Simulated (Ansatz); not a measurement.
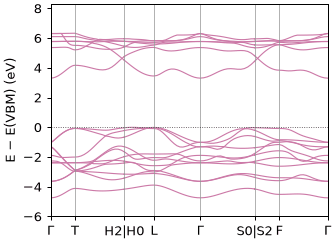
Figure. Band structure from r²SCAN in the plane-wave PAW code Ansatz

Q: Read off the gap and where the band edges lie.

A: About 3.3 eV (3.31 eV by a search for the band edges); maximum on the H0–L line, 28 % of the way from H0, minimum at Γ.

Q: Which compound is it?
A) RbNdO2, R-3m (Rb on 3a, Nd on 3b, O on 6c)
B) Sr2BBrN2, R-3m (Sr on 6c, B on 3b, Br on 3a, N on 6c)
C) Cr2O3, corundum
D) LaAgO2, R-3m (La on 3b, Ag on 3a, O on 6c)

A: D, LaAgO2, R-3m (La on 3b, Ag on 3a, O on 6c)

The workflow started from a Materials Project entry (that database holds measured and hypothetical structures alike); the Crystallography Open Database copy checked does not list it. Its standing as an ambient phase is unchecked. Symmetry was held in the r²SCAN relaxation; whether a distortion lowers the energy is not shown. No spin polarisation was allowed. Scalar-relativistic: spin–orbit coupling is off unless named, which matters more the heavier the elements.

Potentials: the later of the program's two PAW sets.
